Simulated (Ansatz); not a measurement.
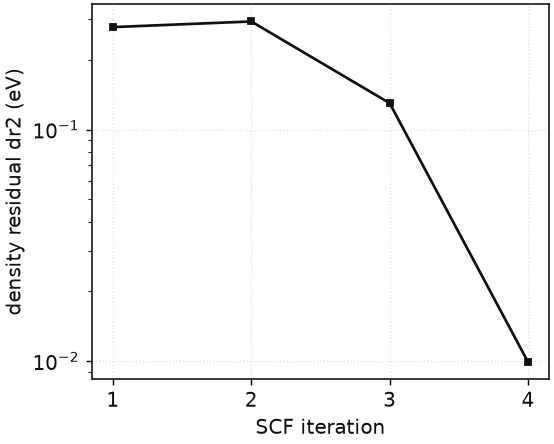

The plot shows the SCF iterations of a calculation: density residual dr2. The starting density is a sum of atomic densities corrected by a trained network.

Zn4Ge4P8Be (defect cell, 17 atoms in the cell), run with Ansatz.

```
crystal:
  lattice:
    - [5.424133, -0.000044, -0.000015]
    - [-0.000044, 5.424133, -0.000015]
    - [-0.000030, -0.000030, 10.708528]
  atoms:
    - { symbol: Zn, position: [0.996032, 0.994536, 0.005154] }
    - { symbol: Zn, position: [0.997037, 0.503604, 0.244981] }
    - { symbol: Zn, position: [0.498370, 0.007846, 0.753266] }
    - { symbol: Zn, position: [0.501901, 0.502029, 0.498368] }
    - { symbol: Ge, position: [0.994455, 0.001110, 0.502810] }
    - { symbol: Ge, position: [0.500615, 0.007983, 0.248805] }
    - { symbol: Ge, position: [0.497217, 0.496451, 0.996535] }
    - { symbol: Ge, position: [0.988811, 0.500156, 0.750376] }
    - { symbol: P, position: [0.246653, 0.243929, 0.126668] }
    - { symbol: P, position: [0.249341, 0.242717, 0.623881] }
    - { symbol: P, position: [0.746079, 0.748642, 0.126466] }
    - { symbol: P, position: [0.746395, 0.253054, 0.371898] }
    - { symbol: P, position: [0.248124, 0.756751, 0.373182] }
    - { symbol: P, position: [0.250124, 0.752887, 0.875268] }
    - { symbol: P, position: [0.746484, 0.756522, 0.625827] }
    - { symbol: P, position: [0.747489, 0.247046, 0.872955] }
    - { symbol: Be, position: [0.495009, 0.888670, 0.493944] }
kpoints:
  mp_grid: { grid: [2, 2, 2] }
hamiltonian:
  xc: pbesol
scf:
  occupations: { method: fermi_dirac, width: 0.01 }
  max_iter: 4
  mixing: { beta: 0.01 }
output:
  forces: true
  eigenvalues: true
  stress: true
```

Launched with:
```bash
ansatz run in.yaml --threads 7 --pin off --max-ram 13300MiB --runs-dir r --events-out ev --progress --plain
```

> Did the calculation converge?

The run gave up at step 4 without converging. The residual is still falling at the last step (down to 0.01).

> Read the residual at the first and at the last step drawn.

It starts near 0.28 and ends near 0.01 eV.
